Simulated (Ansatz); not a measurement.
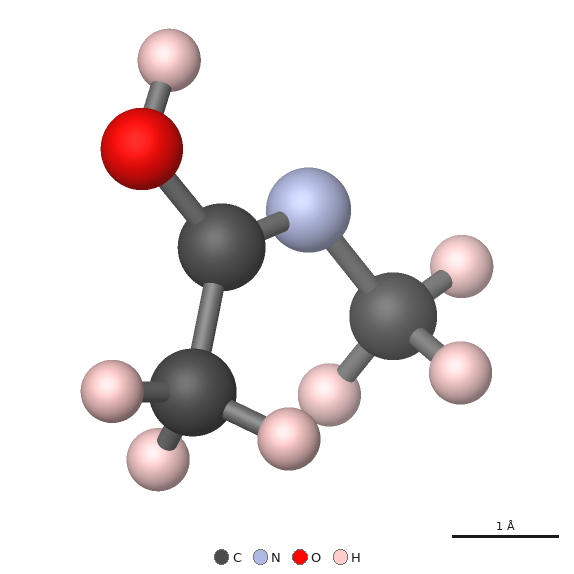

Rendered structure (ball-and-stick style).

Identify the structure.

The molecule is C₃H₇NO. As SMILES it reads `C/N=C(\C)O`. It has no ring. Among its groups: imine. This geometry has Cs symmetry. Coordination: 2 C tetrahedral; 1 N bent; 1 C trigonal planar; 1 O bent.

More results for the same structure follow; atom numbers are the same in all pictures, views and colours differ. The geometry was computed by an optimisation with PBE0-D4/def2-TZVP.

### Dipole moment

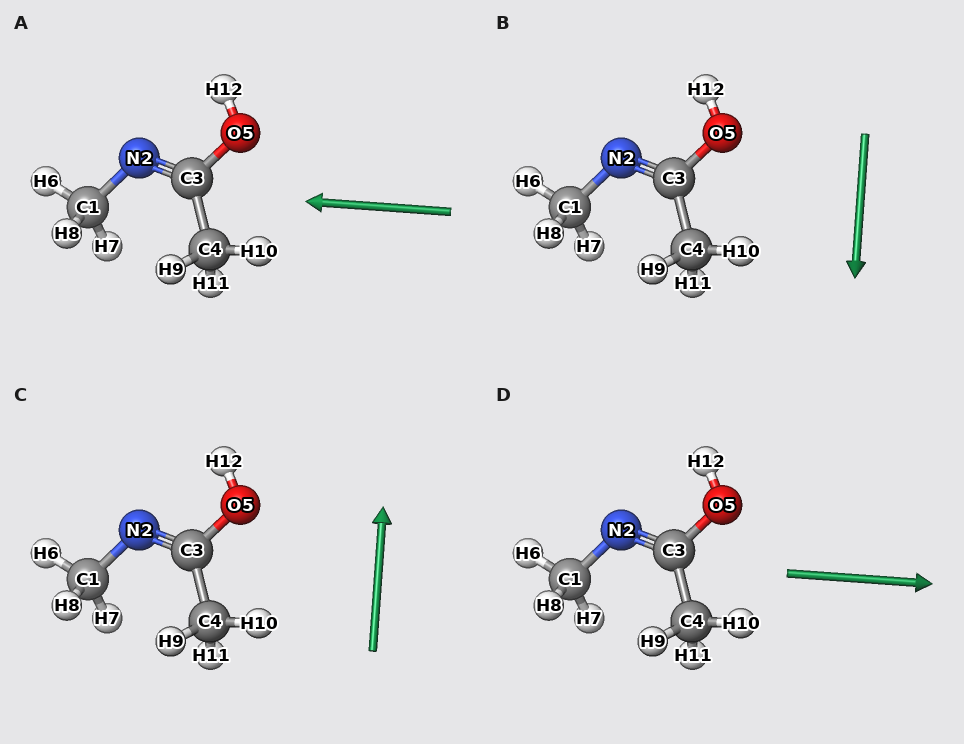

The same molecule four times, each with an arrow. Properties computed with RKS PBE0-D4/def2-TZVP (Ansatz 0.2.0).

Which arrow points along the dipole moment, from the negative to the positive end?

B. The dipole moment is 1.32 D; it points from the side of H12 to the side of H9, H11 (the outermost atoms at the two ends).

### Charges

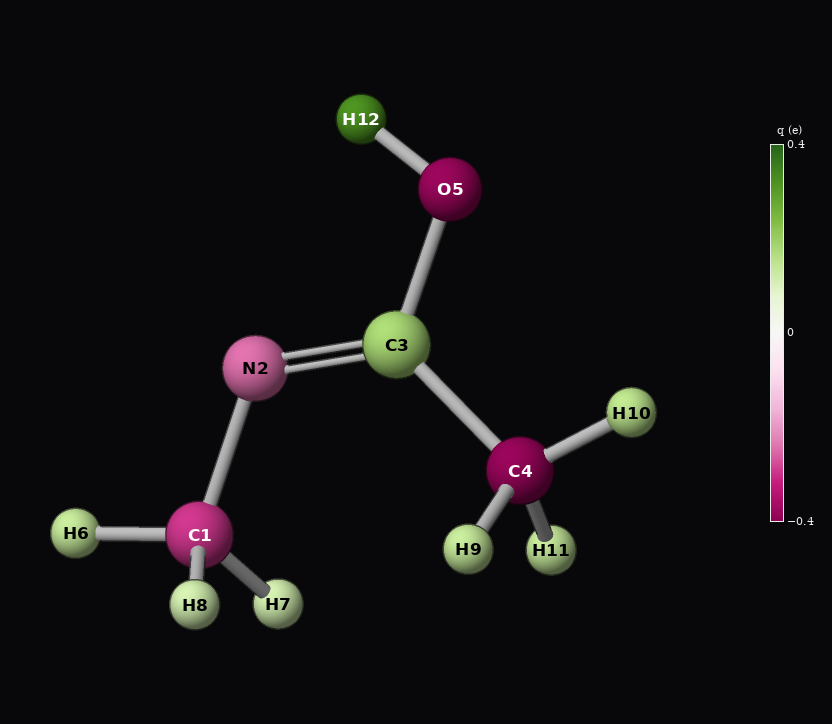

Atoms are coloured by their Mulliken charges. Level of theory: RKS PBE0-D4/def2-TZVP (Ansatz 0.2.0).

Give the Mulliken charges atom by atom.

```tsv
atom	value (e)
C1	−0.29
N2	−0.25
C3	0.18
C4	−0.38
O5	−0.38
H6	0.14
H7	0.12
H8	0.12
H9	0.14
H10	0.15
H11	0.14
H12	0.32
```

### Vibrations

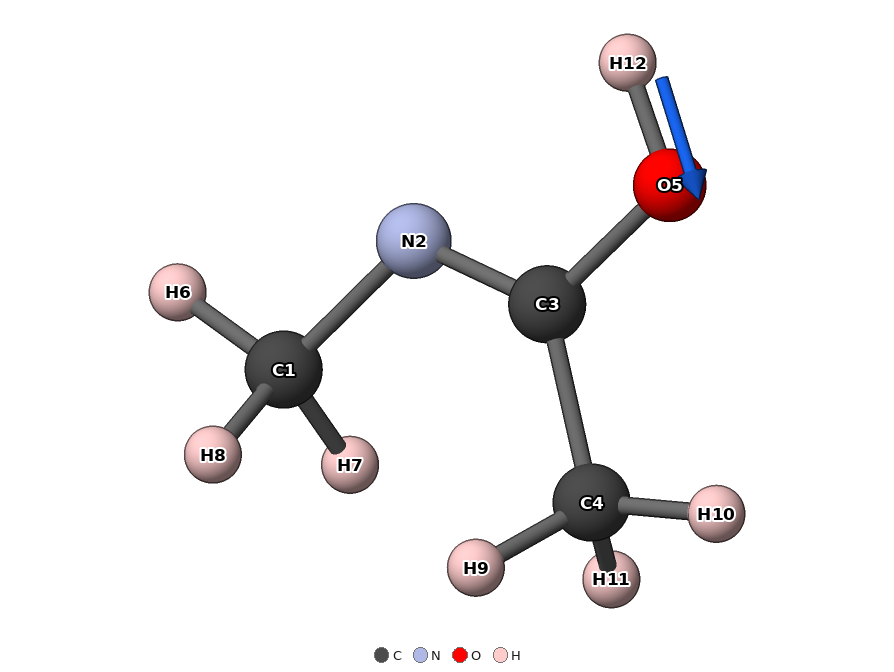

The arrows show one normal mode. Harmonic vibrations computed with RKS PBE0-D4/def2-TZVP (Ansatz 0.2.0) at a stationary point of the same level.

Describe the motion.

Mostly O–H stretching.

Estimate its harmonic wavenumber.

3774 cm⁻¹; it is mode 30 of 30 counted from the lowest.

Mulliken values depend strongly on the basis set and can even reverse the polarity of a bond.
